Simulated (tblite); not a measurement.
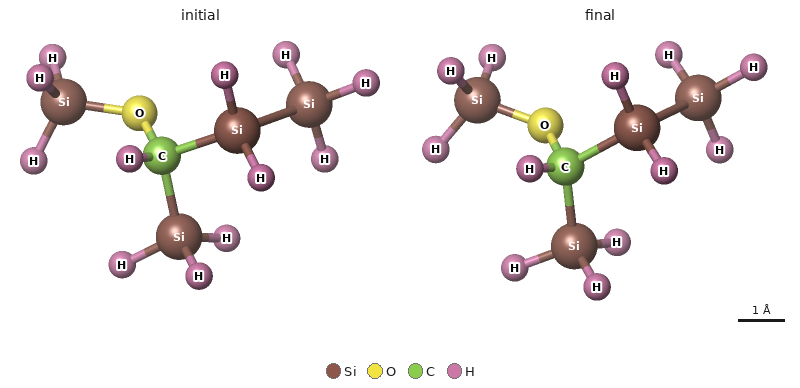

The structure of CH₁₂OSi₄ before (left) and after (right) a relaxation, at one scale.

The picture is a ball-and-stick view, seen face on.

Method: GFN2-xTB geometry optimisation, gas phase in tblite 0.8.0. 

Summarise the run.

An H atom moves most after the best rigid fit: 0.87 Å. Largest moves by element: H 0.87 Å, O 0.33 Å, C 0.31 Å, Si 0.30 Å. Some distances before and after: Si–Si 2.970 → 3.272 Å, O–Si 1.682 → 1.614 Å, H–Si 1.495 → 1.464 Å, H–Si 1.482 → 1.454 Å. Among the angles between lasting bonds that change: Si–C–Si 102.7° → 117.7°, O–Si–H 109.2° → 99.0°, Si–O–C 119.6° → 129.1°. Over 117 geometry steps the energy falls by 0.436 eV.
